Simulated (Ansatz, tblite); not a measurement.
# AlH3: which spin state is lowest

Is the singlet the ground state of AlH3? Other spin states are computed and compared level by level.

Computed with Ansatz 0.2.0, Gaussian basis. Level: as each input shows.

Plan: triplet, at the geometry of the singlet (GFN1-xTB, GFN2-xTB, PBE0-D4/def2-TZVP, PBE-D4/def2-TZVP, r2SCAN-D4/def2-TZVP); the singlet's energies come from earlier runs.

### Step 1. The structure

The geometry is that of the singlet, from an earlier relaxation (PBE0-D4/def2-TZVP).

4 atoms, charge 0, spin multiplicity 1.

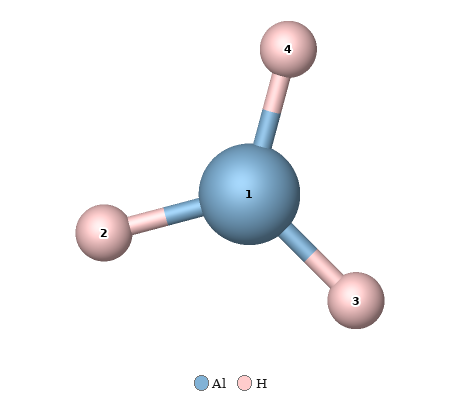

The geometry (aluminium light blue, hydrogen pink); atoms are numbered from 1 in the order of the file.

### Step 2. Triplet at the fixed geometry, GFN1-xTB

Tight binding, by tblite at 300 K electronic temperature and without a spin-polarisation term:

```python
tblite.interface.Calculator('GFN1-xTB', numbers, positions, charge=0, uhf=2).singlepoint()
```

Energy -71.6628 eV; 0.001 s.

### Step 3. Triplet at the fixed geometry, GFN2-xTB

Tight binding, by tblite at 300 K electronic temperature and without a spin-polarisation term:

```python
tblite.interface.Calculator('GFN2-xTB', numbers, positions, charge=0, uhf=2).singlepoint()
```

Energy -64.9521 eV; 0.001 s.

### Step 4. Triplet at the fixed geometry, PBE0-D4/def2-TZVP

Contents of in.yaml:

```yaml
crystal:
  periodic: [false, false, false]
  atoms:
    - {symbol: Al, position_ang: [0.000001, 0.000000, 0.000010]}
    - {symbol: H, position_ang: [1.585410, -0.031150, 0.014922]}
    - {symbol: H, position_ang: [-0.765616, 1.388584, -0.019520]}
    - {symbol: H, position_ang: [-0.819794, -1.357434, 0.004579]}
basis:
  gaussian: {orbitals: def2-TZVP}
magnetization: {spin_polarized: true, initial_magnetization: 2}
hamiltonian: {xc: pbe0, dispersion: d4}
scf: {omitted_lower_state_checks: [starts]}
output: {orbitals: {seedname: orbitals}}
```

Launch:

```console
> ansatz run in.yaml --threads 4 --pin off --events-out ev --progress --plain --max-ram 3916MiB
```

Log:

```text
Functional definition: PBE0
  name "PBE0"
  cite "Adamo & Barone, J. Chem. Phys. 110, 6158 (1999) doi:10.1063/1.478522"
  cite "Perdew, Burke & Ernzerhof, Phys. Rev. Lett. 77, 3865 (1996) doi:10.1103/PhysRevLett.77.3865"
  parent pbe
  parameter a = 0.25
  parameter kappa = 0.804
  parameter beta = 0.06672455060314922
  exchange = (1 - a)*pbe_x(kappa = kappa, mu = beta*pi^2/3) + a*exact_x
  correlation = pbe_c(beta = beta)
these checks for a lower state are left out or cut short: starts
411 factors; their error is unknown
mean field evaluation 1: about -6636.4050 eV, gradient 6.4e0 eV
mean field evaluation 2: about -6633.9701 eV, gradient 1.5e1 eV
mean field evaluation 4: about -6636.7928 eV, gradient 1.9e0 eV
mean field evaluation 8: about -6636.8546 eV, gradient 8.7e-2 eV
mean field evaluation 16: about -6636.8547 eV, gradient 4.6e-3 eV
mean field -6636.87328709 eV, -243.9005946662 hartree, gradient 3.2e-6 eV, S^2 2.005646; 0 other end points of the search recorded, 0 dependent functions left out
reference -6636.87331931 eV, -243.9005958504 hartree; 9, 7 occupied and 46, 48 virtual orbitals, 411 factors
Total energy: -6636.89716977 eV, -243.9014723386 hartree
Checks for a lower state left out: starts
```

Run time: 0.6 s. Hardware: 4 threads of Arm Neoverse V2, shared host.

From the report: HOMO -4.23 eV, LUMO -7.14 eV (over both spins; with the spin held, an empty level of the minority spin lies below the top filled one); ⟨S²⟩ 2.006 (pure: 2.00).

### Step 5. Triplet at the fixed geometry, PBE-D4/def2-TZVP

start.molden holds the orbitals of an earlier run on this state, given as this run's starting guess.

Edit in.yaml of step 4 so:

```diff
@@ -8,5 +8,5 @@
 basis:
-  gaussian: {orbitals: def2-TZVP}
+  gaussian: {orbitals: def2-TZVP, initial_orbitals: start.molden}
 magnetization: {spin_polarized: true, initial_magnetization: 2}
-hamiltonian: {xc: pbe0, dispersion: d4}
+hamiltonian: {xc: pbe, dispersion: d4}
 scf: {omitted_lower_state_checks: [starts]}
```

Launched as before.

Log:

```text
Functional definition: PBE
  name "PBE"
  cite "Perdew, Burke & Ernzerhof, Phys. Rev. Lett. 77, 3865 (1996) doi:10.1103/PhysRevLett.77.3865"
  parent pbe
  parameter kappa = 0.804
  parameter beta = 0.06672455060314922
  exchange = pbe_x(kappa = kappa, mu = beta*pi^2/3)
  correlation = pbe_c(beta = beta)
these checks for a lower state are left out or cut short: starts
391 factors; their error is unknown
mean field evaluation 1: about -6636.3536 eV, gradient 4.4e0 eV
mean field evaluation 2: about -6636.4005 eV, gradient 9.1e-2 eV
mean field evaluation 4: about -6636.3969 eV, gradient 1.3e-3 eV
mean field evaluation 8: about -6636.3969 eV, gradient 1.8e-5 eV
mean field -6636.39693044 eV, -243.8830888823 hartree, gradient 1.8e-5 eV, S^2 2.003056; 0 other end points of the search recorded, 0 dependent functions left out
reference -6636.39697342 eV, -243.8830904618 hartree; 9, 7 occupied and 46, 48 virtual orbitals, 391 factors
Total energy: -6636.42592477 eV, -243.8841544041 hartree
Checks for a lower state left out: starts
```

Run time: 0.3 s. Hardware: 4 threads of Arm Neoverse V2, shared host.

Report: HOMO -3.48 eV, LUMO -7.93 eV (over both spins; with the spin held, an empty level of the minority spin lies below the top filled one); ⟨S²⟩ 2.003 (pure: 2.00).

### Step 6. Triplet at the fixed geometry, r2SCAN-D4/def2-TZVP

Edit in.yaml of step 5 so:

```diff
@@ -10,3 +10,3 @@
 magnetization: {spin_polarized: true, initial_magnetization: 2}
-hamiltonian: {xc: pbe, dispersion: d4}
+hamiltonian: {xc: r2scan, dispersion: d4}
 scf: {omitted_lower_state_checks: [starts]}
```

Same command.

Log:

```text
Functional definition: r2SCAN
  name "r2SCAN"
  cite "Furness, Kaplan, Ning, Perdew & Sun, J. Phys. Chem. Lett. 11, 8208 (2020) doi:10.1021/acs.jpclett.0c02405"
  cite "Furness, Kaplan, Ning, Perdew & Sun, J. Phys. Chem. Lett. 11, 9248 (2020) doi:10.1021/acs.jpclett.0c03077"
  parent r2scan
  parameter k0 = 0.174
  parameter k1 = 0.065
  parameter a1 = 4.9479
  exchange = r2scan_x(k0 = k0, k1 = k1, a1 = a1)
  correlation = r2scan_c
these checks for a lower state are left out or cut short: starts
391 factors; their error is unknown
mean field evaluation 1: about -6639.4686 eV, gradient 2.9e0 eV
mean field evaluation 2: about -6639.4901 eV, gradient 3.8e-2 eV
mean field evaluation 4: about -6639.4865 eV, gradient 3.4e-4 eV
mean field -6639.48651376 eV, -243.9966289750 hartree, gradient 1.1e-5 eV, S^2 2.008350; 0 other end points of the search recorded, 0 dependent functions left out
reference -6639.48653015 eV, -243.9966295774 hartree; 9, 7 occupied and 46, 48 virtual orbitals, 391 factors
Total energy: -6639.49299047 eV, -243.9968669899 hartree
Checks for a lower state left out: starts
```

It took 0.75 s on 4 threads of Arm Neoverse V2, shared host.

From the report: HOMO -3.70 eV, LUMO -7.81 eV (over both spins; with the spin held, an empty level of the minority spin lies below the top filled one); ⟨S²⟩ 2.008 (pure: 2.00).

### Step 7. Triplet less singlet, vertical

The singlet's energies are those of its earlier runs, whose logs aren't repeated here.

```tsv
level	triplet less singlet, vertical (kJ/mol)	time
GFN1-xTB	+644.5	0.003 s
GFN2-xTB	+525.8	0.002 s
PBE-D4/def2-TZVP	+439.5	0.45 s
r2SCAN-D4/def2-TZVP	+447.7	1.2 s
PBE0-D4/def2-TZVP	+467.6	0.8 s
```

Times add the two runs; a level without a time comes out of a correlated run. Tight binding without a spin term can't rank spin states.

### Step 8. Outcome

| quantity | value |
| --- | --- |
| triplet less singlet, vertical, functionals in def2-TZVP | +439.5 (PBE-D4) to +467.6 kJ/mol (PBE0-D4) |

What this shows: All functionals put the triplet above the singlet, over a spread of 28.1 kJ/mol. The checks for a lower triplet were left out, so another state of that spin may lie lower. These are electronic energies, without zero-point motion, entropy or surroundings.
